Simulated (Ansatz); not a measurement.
# SiH₃Cl + CH₃ radical: a complex and its separated parts, part 1 of 2

Aim: how far the complex at one end of a reaction step lies below its separated, relaxed parts, level by level.

Program: Ansatz 0.2.0, Gaussian basis. Level of theory: PBE0-D4/def2-TZVP structures, single points in def2-TZVPP, no counterpoise correction. These are calculated values, not measurements.

Levels: SPW92, PBE-D4, BLYP-D4, r2SCAN-D4, B97M-V, PBE0-D4, B3LYP-D4, r2SCAN0-D4, BHLYP-D4, CAM-B3LYP-D4, wB97X-V, wB97M-V, B2PLYP, PBE-QIDH, RPA on PBE, Hartree-Fock, MP2, CCSD, CCSD(T).

Cores are frozen in the correlated methods. Orbitals are unrestricted. B3LYP uses VWN-RPA correlation. B2PLYP carries no dispersion term here.

94 further runs of the same task are left out: 94 set aside as unsound or not needed.

## (1) Where the work starts

The complex: 9 atoms, charge 0, spin multiplicity 2.

Atoms are counted from 1 here; the program's logs count them from 0.

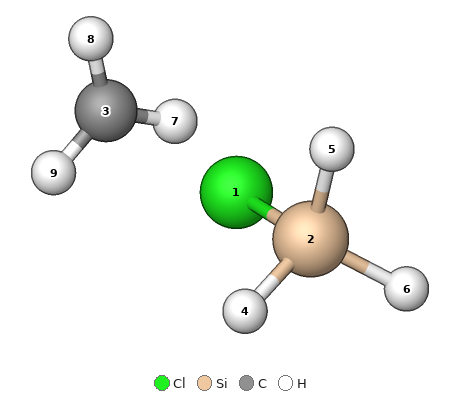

Start geometry, drawn with chlorine green, silicon light orange, carbon grey, hydrogen white; atoms are numbered from 1 in the order of the file.

Geometry (Å):

```xyz
9
CH6ClSi
Cl    0.3335   -0.1493    0.3756
Si    1.6386   -0.7264    1.8514
C    -1.9522    0.8655   -2.2056
H     0.8813   -0.8952    3.1129
H     2.6702    0.3246    2.0078
H     2.2662   -2.0074    1.4532
H    -1.4960    0.1496   -2.8733
H    -1.5628    1.8711   -2.1445
H    -2.7788    0.5676   -1.5776
```

Its parts: SiH₃Cl holds atoms 1, 2, 4, 5, 6; CH₃ radical holds atoms 3, 7, 8, 9. Each part counts its atoms afresh in its own runs.

## (2) Relaxing SiH₃Cl alone

Contents of relax-a/in.yaml:

```yaml
crystal:
  periodic: [false, false, false]
  atoms:
    - {symbol: Cl, position_ang: [0.333486, -0.149306, 0.375595]}
    - {symbol: Si, position_ang: [1.638619, -0.726416, 1.851385]}
    - {symbol: H, position_ang: [0.881306, -0.895214, 3.112880]}
    - {symbol: H, position_ang: [2.670227, 0.324628, 2.007835]}
    - {symbol: H, position_ang: [2.266181, -2.007441, 1.453228]}
basis:
  gaussian: {orbitals: def2-TZVP}
hamiltonian: {xc: pbe0, dispersion: d4}
relax: {f_tol: 0.005, max_steps: 200}
```

On the command line:

```
ansatz run in.yaml --threads 4 --pin off --events-out ev --progress --plain --max-ram 9574MiB
```

The log of the run, shortened:

```text
Functional definition: PBE0
  name "PBE0"
  cite "Adamo & Barone, J. Chem. Phys. 110, 6158 (1999) doi:10.1063/1.478522"
  cite "Perdew, Burke & Ernzerhof, Phys. Rev. Lett. 77, 3865 (1996) doi:10.1103/PhysRevLett.77.3865"
  parent pbe
[...]
668 factors; their error is unknown
[...]
mean field -20443.33416999 eV, -751.2786737575 hartree, gradient 1.5e-5 eV, S^2 0.000000; 0 other end points of the search recorded, 0 dependent functions left out
[...]
reference -20443.33419639 eV, -751.2786747278 hartree; 17, 17 occupied and 75, 75 virtual orbitals, 668 factors
[...]
reference -20443.33422447 eV, -751.2786757596 hartree; 17, 17 occupied and 75, 75 virtual orbitals, 668 factors
Total energy: -20443.39654018 eV, -751.2809658197 hartree
Atom 0 at     0.333957    -0.149519     0.376122 Å, force     0.003341    -0.001476     0.003779 eV/Å
Atom 1 at     1.639660    -0.726874     1.852564 Å, force    -0.002789     0.001230    -0.003155 eV/Å
Atom 2 at     0.880388    -0.895005     3.112676 Å, force     0.000162     0.000094    -0.000509 eV/Å
Atom 3 at     2.670013     0.325318     2.007197 Å, force    -0.000423    -0.000305    -0.000148 eV/Å
Atom 4 at     2.265801    -2.007668     1.452363 Å, force    -0.000291     0.000458     0.000034 eV/Å
Dipole moment:     0.166882    -0.073792     0.188706 e Å
```

Run time: 1.2 s. Hardware: 4 threads of Intel Xeon 6975P-C, shared host.

Step by step:

| step | energy from step 1 (eV) | largest force component (eV/Å) |
| --- | --- | --- |
| 1 | 0.0000 | 0.0211 |
| 2 | 0.0000 | 0.0059 |
| 3 | 0.0000 | 0.0038 |

Close pairs (by a distance rule), those that changed most:

| bond | before (Å) | after (Å) | change (Å) |
| --- | --- | --- | --- |
| Cl1–Si2 | 2.053 | 2.054 | +0.001 |
| Si2–H5 | 1.481 | 1.481 | -0.000 |
| Si2–H3 | 1.481 | 1.481 | -0.000 |
| Si2–H4 | 1.481 | 1.481 | -0.000 |

## (3) Relaxing CH₃ radical alone

Contents of relax-b/in.yaml:

```yaml
crystal:
  periodic: [false, false, false]
  atoms:
    - {symbol: C, position_ang: [-1.952222, 0.865536, -2.205625]}
    - {symbol: H, position_ang: [-1.495971, 0.149552, -2.873260]}
    - {symbol: H, position_ang: [-1.562801, 1.871101, -2.144479]}
    - {symbol: H, position_ang: [-2.778826, 0.567561, -1.577558]}
basis:
  gaussian: {orbitals: def2-TZVP}
magnetization: {spin_polarized: true, initial_magnetization: 1}
hamiltonian: {xc: pbe0, dispersion: d4}
relax: {f_tol: 0.005, max_steps: 200}
```

On the command line:

```
ansatz run in.yaml --threads 4 --pin off --events-out ev --progress --plain --max-ram 9574MiB
```

The log of the run, shortened:

```text
[... 5 set-up lines as earlier in the session ...]
[...]
312 factors; their error is unknown
[...]
mean field -1082.98638853 eV, -39.7990157038 hartree, gradient 1.2e-5 eV, S^2 0.754649; 0 other end points of the search recorded, 0 dependent functions left out
[...]
Total energy: -1082.99952689 eV, -39.7994985297 hartree
Atom 0 at    -1.947498     0.863453    -2.200276 Å, force     0.000212     0.000147     0.000163 eV/Å
Atom 1 at    -1.497509     0.150195    -2.875096 Å, force     0.000018    -0.000133    -0.000165 eV/Å
Atom 2 at    -1.564349     1.871866    -2.146258 Å, force    -0.000033     0.000049    -0.000049 eV/Å
Atom 3 at    -2.780464     0.568237    -1.579292 Å, force    -0.000197    -0.000063     0.000052 eV/Å
Dipole moment:     0.000025    -0.000011     0.000028 e Å
```

Run time: 0.6 s. Hardware: 4 threads of Intel Xeon 6975P-C, shared host.

Step by step: (the energy doesn't fall at every step)

| step | energy from step 1 (eV) | largest force component (eV/Å) |
| --- | --- | --- |
| 1 | 0.0000 | 0.0177 |
| 2 | 0.1388 | 1.0860 |
| 3 | -0.0001 | 0.0299 |
| 4 | -0.0001 | 0.0002 |

Close pairs (by a distance rule), those that changed most:

| bond | before (Å) | after (Å) | change (Å) |
| --- | --- | --- | --- |
| C1–H2 | 1.080 | 1.080 | +0.000 |
| C1–H4 | 1.080 | 1.080 | +0.000 |
| C1–H3 | 1.080 | 1.080 | +0.000 |

## (4) SPW92/def2-TZVPP

Contents of parta/in.yaml:

```yaml
crystal:
  periodic: [false, false, false]
  atoms:
    - {symbol: Cl, position_ang: [0.333957, -0.149519, 0.376122]}
    - {symbol: Si, position_ang: [1.639660, -0.726874, 1.852564]}
    - {symbol: H, position_ang: [0.880388, -0.895005, 3.112676]}
    - {symbol: H, position_ang: [2.670013, 0.325318, 2.007197]}
    - {symbol: H, position_ang: [2.265801, -2.007668, 1.452363]}
basis:
  gaussian: {orbitals: def2-TZVPP}
hamiltonian: {xc: lda}
```

Contents of partb/in.yaml:

```yaml
crystal:
  periodic: [false, false, false]
  atoms:
    - {symbol: C, position_ang: [-1.947498, 0.863453, -2.200276]}
    - {symbol: H, position_ang: [-1.497509, 0.150195, -2.875096]}
    - {symbol: H, position_ang: [-1.564349, 1.871866, -2.146258]}
    - {symbol: H, position_ang: [-2.780464, 0.568237, -1.579292]}
basis:
  gaussian: {orbitals: def2-TZVPP}
magnetization: {spin_polarized: true, initial_magnetization: 1}
hamiltonian: {xc: lda}
```

Each run has its own folder and the same command.

On the command line:

```
ansatz run in.yaml --threads 4 --pin off --events-out ev --progress --plain --max-ram 9574MiB
```

Log of parta, shortened:

```text
Functional definition: SPW92
  name "SPW92"
  cite "Dirac, Proc. Camb. Phil. Soc. 26, 376 (1930) doi:10.1017/S0305004100016108"
  cite "Slater, Phys. Rev. 81, 385 (1951) doi:10.1103/PhysRev.81.385"
  cite "Perdew & Wang, Phys. Rev. B 45, 13244 (1992) doi:10.1103/PhysRevB.45.13244"
[...]
759 factors; their error is unknown
[...]
mean field -20377.82342339 eV, -748.8711982249 hartree, gradient 3.4e-5 eV, S^2 0.000000; 0 other end points of the search recorded, 0 dependent functions left out
reference -20377.82345561 eV, -748.8711994087 hartree; 17, 17 occupied and 109, 109 virtual orbitals, 759 factors
Total energy: -20377.82345561 eV, -748.8711994087 hartree
```

partb printed, shortened:

```text
[... 5 set-up lines as earlier in the session ...]
[...]
357 factors; their error is unknown
[...]
mean field -1073.24167272 eV, -39.4409040031 hartree, gradient 8.3e-6 eV, S^2 0.752401; 0 other end points of the search recorded, 0 dependent functions left out
reference -1073.24169692 eV, -39.4409048924 hartree; 5, 4 occupied and 68, 69 virtual orbitals, 357 factors
Total energy: -1073.24169692 eV, -39.4409048924 hartree
```

They took 0.2 s (parta), 0.15 s (partb) on 4 threads of Intel Xeon 6975P-C, shared host.

## (5) PBE-D4/def2-TZVPP

Each input of step 4 (parta, partb) changes in the same lines:

```diff
-hamiltonian: {xc: lda}
+hamiltonian: {xc: pbe, dispersion: d4}
```

Each run has its own folder and the same command.

On the command line:

```
ansatz run in.yaml --threads 4 --pin off --events-out ev --progress --plain --max-ram 9574MiB
```

Output in parta, shortened:

```text
Functional definition: PBE
  name "PBE"
[... 2 set-up lines as earlier in the session ...]
[...]
759 factors; their error is unknown
[...]
mean field -20441.42564548 eV, -751.2085367753 hartree, gradient 1.9e-5 eV, S^2 0.000000; 0 other end points of the search recorded, 0 dependent functions left out
reference -20441.42567977 eV, -751.2085380354 hartree; 17, 17 occupied and 109, 109 virtual orbitals, 759 factors
Total energy: -20441.50063586 eV, -751.2112926210 hartree
```

Log of partb, shortened:

```text
[... 4 set-up lines as earlier in the session ...]
[...]
357 factors; their error is unknown
[...]
mean field -1082.71362399 eV, -39.7889917921 hartree, gradient 1.5e-5 eV, S^2 0.753734; 0 other end points of the search recorded, 0 dependent functions left out
reference -1082.71365127 eV, -39.7889927944 hartree; 5, 4 occupied and 68, 69 virtual orbitals, 357 factors
Total energy: -1082.72981620 eV, -39.7895868449 hartree
```

They took 0.35 s (parta), 0.2 s (partb) on 4 threads of Intel Xeon 6975P-C, shared host.

## (6) BLYP-D4/def2-TZVPP

The same edit goes into each in.yaml of step 5 (parta, partb):

```diff
-hamiltonian: {xc: pbe, dispersion: d4}
+hamiltonian: {xc: {name: BLYP}, dispersion: d4}
```

The same command starts each run, in its folder.

On the command line:

```
ansatz run in.yaml --threads 4 --pin off --events-out ev --progress --plain --max-ram 9574MiB
```

Log of parta, shortened:

```text
Functional definition: BLYP
  name "BLYP"
  cite "Becke, Phys. Rev. A 38, 3098 (1988) doi:10.1103/PhysRevA.38.3098"
  cite "Lee, Yang & Parr, Phys. Rev. B 37, 785 (1988) doi:10.1103/PhysRevB.37.785"
[...]
759 factors; their error is unknown
[...]
mean field -20450.55207483 eV, -751.5439268678 hartree, gradient 4.0e-5 eV, S^2 0.000000; 0 other end points of the search recorded, 0 dependent functions left out
reference -20450.55237392 eV, -751.5439378591 hartree; 17, 17 occupied and 109, 109 virtual orbitals, 759 factors
Total energy: -20450.72029600 eV, -751.5501088821 hartree
```

Log of partb, shortened:

```text
[... 4 set-up lines as earlier in the session ...]
[...]
357 factors; their error is unknown
[...]
mean field -1083.79210529 eV, -39.8286252487 hartree, gradient 1.6e-5 eV, S^2 0.753098; 0 other end points of the search recorded, 0 dependent functions left out
reference -1083.79234296 eV, -39.8286339831 hartree; 5, 4 occupied and 68, 69 virtual orbitals, 357 factors
Total energy: -1083.83115027 eV, -39.8300601255 hartree
```

Times: 0.35 s (parta), 0.2 s (partb) on 4 threads of Intel Xeon 6975P-C, shared host.

## (7) r2SCAN-D4/def2-TZVPP

Each input of step 6 (parta, partb) changes in the same lines:

```diff
-hamiltonian: {xc: {name: BLYP}, dispersion: d4}
+hamiltonian: {xc: r2scan, dispersion: d4}
```

The same command starts each run, in its folder.

On the command line:

```
ansatz run in.yaml --threads 4 --pin off --events-out ev --progress --plain --max-ram 9574MiB
```

Log of parta, shortened:

```text
Functional definition: r2SCAN
  name "r2SCAN"
  cite "Furness, Kaplan, Ning, Perdew & Sun, J. Phys. Chem. Lett. 11, 8208 (2020) doi:10.1021/acs.jpclett.0c02405"
  cite "Furness, Kaplan, Ning, Perdew & Sun, J. Phys. Chem. Lett. 11, 9248 (2020) doi:10.1021/acs.jpclett.0c03077"
  parent r2scan
[...]
759 factors; their error is unknown
[...]
mean field -20449.27886334 eV, -751.4971372088 hartree, gradient 5.0e-5 eV, S^2 0.000000; 0 other end points of the search recorded, 0 dependent functions left out
reference -20449.27887321 eV, -751.4971375713 hartree; 17, 17 occupied and 109, 109 virtual orbitals, 759 factors
Total energy: -20449.29515808 eV, -751.4977360294 hartree
```

Output in partb, shortened:

```text
[... 5 set-up lines as earlier in the session ...]
[...]
357 factors; their error is unknown
[...]
mean field -1083.80212034 eV, -39.8289932950 hartree, gradient 4.0e-5 eV, S^2 0.756537; 0 other end points of the search recorded, 0 dependent functions left out
reference -1083.80212946 eV, -39.8289936301 hartree; 5, 4 occupied and 68, 69 virtual orbitals, 357 factors
Total energy: -1083.80593734 eV, -39.8291335671 hartree
```

Wall times: 0.6 s (parta), 0.35 s (partb) on 4 threads of Intel Xeon 6975P-C, shared host.

## (8) B97M-V/def2-TZVPP

The same edit goes into each in.yaml of step 7 (parta, partb):

```diff
-hamiltonian: {xc: r2scan, dispersion: d4}
+hamiltonian: {xc: {name: B97M-V}}
```

The same command starts each run, in its folder.

On the command line:

```
ansatz run in.yaml --threads 4 --pin off --events-out ev --progress --plain --max-ram 9574MiB
```

parta printed, shortened:

```text
Functional definition: B97M-V
  name "B97M-V"
  cite "Mardirossian & Head-Gordon, J. Chem. Phys. 142, 074111 (2015) doi:10.1063/1.4907719"
  cite "Becke, J. Chem. Phys. 107, 8554 (1997) doi:10.1063/1.475007"
  cite "Vydrov & Van Voorhis, J. Chem. Phys. 133, 244103 (2010) doi:10.1063/1.3521275"
  # Of w^i u^j: cxij and so on, Table III.
[...]
  gx(w, u) = cx00 + cx01*u + cx02*u^2 + (cx10 + cx11*u)*w
[...]
  gos(w, u) = cos00 + cos01*u + cos03*u^3 + cos10*w + cos32*w^3*u^2
[...]
      + integral(e_c_pw_mod_opposite_spin*gos(b97_w_opposite, b97_u_opposite)) + vv10(b, c)
759 factors; their error is unknown
[...]
mean field -20445.62342943 eV, -751.3628024903 hartree, gradient 3.6e-5 eV, S^2 0.000000; 0 other end points of the search recorded, 0 dependent functions left out
reference -20445.62347961 eV, -751.3628043341 hartree; 17, 17 occupied and 109, 109 virtual orbitals, 759 factors
Total energy: -20445.62347961 eV, -751.3628043341 hartree
```

Log of partb, shortened:

```text
[... 5 set-up lines as earlier in the session ...]
  # Of w^i u^j: cxij and so on, Table III.
[...]
  gx(w, u) = cx00 + cx01*u + cx02*u^2 + (cx10 + cx11*u)*w
[...]
  gos(w, u) = cos00 + cos01*u + cos03*u^3 + cos10*w + cos32*w^3*u^2
[...]
      + integral(e_c_pw_mod_opposite_spin*gos(b97_w_opposite, b97_u_opposite)) + vv10(b, c)
357 factors; their error is unknown
[...]
mean field -1084.41783643 eV, -39.8516204439 hartree, gradient 8.0e-5 eV, S^2 0.754752; 0 other end points of the search recorded, 0 dependent functions left out
reference -1084.41787562 eV, -39.8516218844 hartree; 5, 4 occupied and 68, 69 virtual orbitals, 357 factors
Total energy: -1084.41787562 eV, -39.8516218844 hartree
```

They took 0.95 s (parta), 0.45 s (partb) on 4 threads of Intel Xeon 6975P-C, shared host.

## (9) PBE0-D4/def2-TZVPP

Each input of step 8 (parta, partb) changes in the same lines:

```diff
-hamiltonian: {xc: {name: B97M-V}}
+hamiltonian: {xc: pbe0, dispersion: d4}
+output: {orbitals: {seedname: orbitals}}
```

The same command starts each run, in its folder.

On the command line:

```
ansatz run in.yaml --threads 4 --pin off --events-out ev --progress --plain --max-ram 9574MiB
```

parta printed, shortened:

```text
[... 5 set-up lines as earlier in the session ...]
[...]
793 factors; their error is unknown
[...]
mean field -20443.34834851 eV, -751.2791948086 hartree, gradient 2.5e-5 eV, S^2 0.000000; 0 other end points of the search recorded, 0 dependent functions left out
reference -20443.34837449 eV, -751.2791957632 hartree; 17, 17 occupied and 109, 109 virtual orbitals, 793 factors
Total energy: -20443.41069020 eV, -751.2814858233 hartree
```

Output in partb, shortened:

```text
[... 5 set-up lines as earlier in the session ...]
[...]
357 factors; their error is unknown
[...]
mean field -1083.01200900 eV, -39.7999572387 hartree, gradient 7.5e-6 eV, S^2 0.754670; 0 other end points of the search recorded, 0 dependent functions left out
reference -1083.01202919 eV, -39.7999579807 hartree; 5, 4 occupied and 68, 69 virtual orbitals, 357 factors
Total energy: -1083.02502445 eV, -39.8004355479 hartree
```

Wall times: 0.4 s (parta), 0.2 s (partb) on 4 threads of Intel Xeon 6975P-C, shared host.

## (10) B3LYP-D4/def2-TZVPP

Each input of step 9 (parta, partb) changes in the same lines:

```diff
-hamiltonian: {xc: pbe0, dispersion: d4}
-output: {orbitals: {seedname: orbitals}}
+hamiltonian: {xc: {name: B3LYP}, dispersion: d4}
```

One command serves all of them, each in its own folder.

On the command line:

```
ansatz run in.yaml --threads 4 --pin off --events-out ev --progress --plain --max-ram 9574MiB
```

parta printed, shortened:

```text
Functional definition: B3LYP
  name "B3LYP"
  cite "Stephens, Devlin, Chabalowski & Frisch, J. Phys. Chem. 98, 11623 (1994) doi:10.1021/j100096a001"
[... 2 set-up lines as earlier in the session ...]
  cite "Vosko, Wilk & Nusair, Can. J. Phys. 58, 1200 (1980) doi:10.1139/p80-159"
[...]
781 factors; their error is unknown
[...]
mean field -20452.02739801 eV, -751.5981439949 hartree, gradient 2.5e-5 eV, S^2 0.000000; 0 other end points of the search recorded, 0 dependent functions left out
reference -20452.02762243 eV, -751.5981522421 hartree; 17, 17 occupied and 109, 109 virtual orbitals, 781 factors
Total energy: -20452.15070623 eV, -751.6026754881 hartree
```

Log of partb, shortened:

```text
[... 6 set-up lines as earlier in the session ...]
[...]
357 factors; their error is unknown
[...]
mean field -1084.64273081 eV, -39.8598851599 hartree, gradient 7.3e-6 eV, S^2 0.753636; 0 other end points of the search recorded, 0 dependent functions left out
reference -1084.64290563 eV, -39.8598915844 hartree; 5, 4 occupied and 68, 69 virtual orbitals, 357 factors
Total energy: -1084.66870075 eV, -39.8608395378 hartree
```

They took 0.45 s (parta), 0.2 s (partb) on 4 threads of Intel Xeon 6975P-C, shared host.

## (11) r2SCAN0-D4/def2-TZVPP

Each input of step 10 (parta, partb) changes in the same lines:

```diff
-hamiltonian: {xc: {name: B3LYP}, dispersion: d4}
+hamiltonian: {xc: {name: r2SCAN0}, dispersion: d4}
```

The same command starts each run, in its folder.

On the command line:

```
ansatz run in.yaml --threads 4 --pin off --events-out ev --progress --plain --max-ram 9574MiB
```

Log of parta, shortened:

```text
Functional definition: r2SCAN0
  name "r2SCAN0"
  cite "Bursch, Neugebauer, Ehlert & Grimme, J. Chem. Phys. 156, 134105 (2022) doi:10.1063/5.0086040"
[... 3 set-up lines as earlier in the session ...]
[...]
793 factors; their error is unknown
[...]
mean field -20449.12835774 eV, -751.4916062298 hartree, gradient 3.3e-5 eV, S^2 0.000000; 0 other end points of the search recorded, 0 dependent functions left out
reference -20449.12836560 eV, -751.4916065188 hartree; 17, 17 occupied and 109, 109 virtual orbitals, 793 factors
Total energy: -20449.14792839 eV, -751.4923254382 hartree
```

Log of partb, shortened:

```text
[... 6 set-up lines as earlier in the session ...]
[...]
357 factors; their error is unknown
[...]
mean field -1083.74747905 eV, -39.8269852648 hartree, gradient 3.8e-5 eV, S^2 0.756765; 0 other end points of the search recorded, 0 dependent functions left out
reference -1083.74748624 eV, -39.8269855287 hartree; 5, 4 occupied and 68, 69 virtual orbitals, 357 factors
Total energy: -1083.75173597 eV, -39.8271417037 hartree
```

Times: 0.65 s (parta), 0.35 s (partb) on 4 threads of Intel Xeon 6975P-C, shared host.

## (12) BHLYP-D4/def2-TZVPP

The same edit goes into each in.yaml of step 11 (parta, partb):

```diff
-hamiltonian: {xc: {name: r2SCAN0}, dispersion: d4}
+hamiltonian: {xc: {name: BHLYP}, dispersion: d4}
```

The same command starts each run, in its folder.

On the command line:

```
ansatz run in.yaml --threads 4 --pin off --events-out ev --progress --plain --max-ram 9574MiB
```

Output in parta, shortened:

```text
Functional definition: BHLYP
  name "BHLYP"
  cite "Becke, J. Chem. Phys. 98, 1372 (1993) doi:10.1063/1.464304"
[... 2 set-up lines as earlier in the session ...]
[...]
831 factors; their error is unknown
[...]
mean field -20450.95220329 eV, -751.5586313178 hartree, gradient 3.0e-5 eV, S^2 0.000000; 0 other end points of the search recorded, 0 dependent functions left out
reference -20450.95235627 eV, -751.5586369395 hartree; 17, 17 occupied and 109, 109 virtual orbitals, 831 factors
Total energy: -20451.05055364 eV, -751.5622456264 hartree
```

partb printed, shortened:

```text
[... 5 set-up lines as earlier in the session ...]
[...]
398 factors; their error is unknown
[...]
mean field -1083.82544886 eV, -39.8298506024 hartree, gradient 7.3e-5 eV, S^2 0.754768; 0 other end points of the search recorded, 0 dependent functions left out
reference -1083.82556629 eV, -39.8298549176 hartree; 5, 4 occupied and 68, 69 virtual orbitals, 398 factors
Total energy: -1083.84128867 eV, -39.8304327047 hartree
```

Times: 0.45 s (parta), 0.2 s (partb) on 4 threads of Intel Xeon 6975P-C, shared host.

(Continued in part 2 of 2.)
